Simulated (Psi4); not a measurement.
## H2O (water): methods side by side

H2O has 3 atoms, charge 0, and is taken as a singlet. As SMILES, `O`. The shape was relaxed beforehand at PBE0/def2-TZVP.

```xyz
3

O    -0.2543    0.1887   -0.0999
H     0.4764    0.5700    0.3914
H    -0.0923   -0.7571   -0.0940
```

Each level gives the dipole moment (D). The values are calculated.

Measured value to compare with: NIST CCCBDB gives the dipole moment of the gas as 1.85 D.

| level | kind | program | value (D) | computed − measured | CPU time |
| --- | --- | --- | --- | --- | --- |
| PBE-D4/def2-TZVPP (density fitting) | GGA | Psi4 | 1.89 | +0.04 | 18 s |
| r2SCAN-D4/def2-TZVPP (density fitting) | meta-GGA | Psi4 | 1.93 | +0.08 | 36 s |
| B3LYP-D4/def2-TZVPP (density fitting) | global hybrid | Psi4 | 1.94 | +0.09 | 20 s |
| PBE0-D4/def2-TZVPP (density fitting) | global hybrid | Psi4 | 1.94 | +0.09 | 16 s |
| wB97M-V/def2-TZVPP (density fitting) | range-separated hybrid | Psi4 | 1.94 | +0.09 | 47 s |

Nearest: PBE-D4/def2-TZVPP (density fitting) (+0.04 D); farthest: PBE0-D4/def2-TZVPP (density fitting) (+0.09 D). The measured dipole is a vibrational average, so differences of a few hundredths of a debye mean little. Computed less measured by kind, in D (def2-TZVPP rows): GGA +0.04; meta-GGA +0.08; global hybrid +0.09 to +0.09; range-separated hybrid +0.09. Magnitudes only. Times are those of the runs behind each value, whatever else they computed, on shared processors of several kinds: orders of magnitude only.

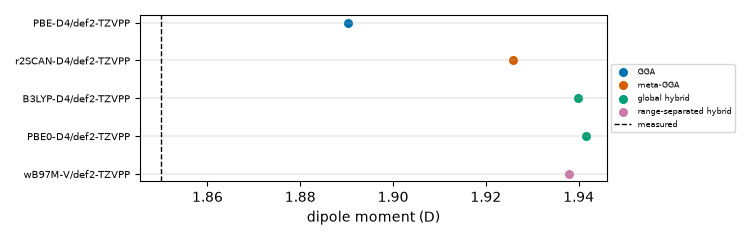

The values of the table, level by level.
